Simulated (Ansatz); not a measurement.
## A computed series for Al: pressure series

The reference is Al in the fcc (Cu type) structure (space group Fm-3m, No. 225; a = 3.9907 Å).

Cell and atoms are relaxed at each pressure.

All numbers come from Ansatz (a quantum-chemistry and plane-wave program) r2SCAN, spin-orbit coupling left out, earlier PAW set.

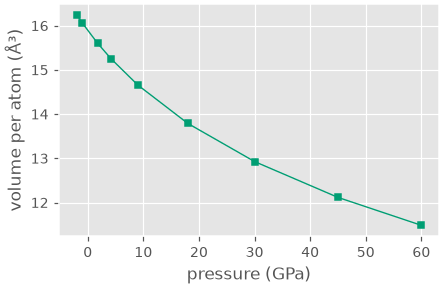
Figure. Volume against pressure

### Question
Estimate the zero-pressure bulk modulus from the plot.

### Answer
About 95 GPa; a third-order Birch–Murnaghan fit to the points gives V₀ = 15.89 Å³/atom, B₀ = 95 GPa and B₀′ = 4.1.

Measured bulk modulus of Al: 80.8 GPa (static lattice; corrected from measurement; as listed in H. Levämäki et al., Physical Review B (2014)); the computed value is 18 % above it.

Load acts through the strain it causes; cell and atoms are relaxed under it. No phonon test of stability was made. No other phases were tried under pressure.
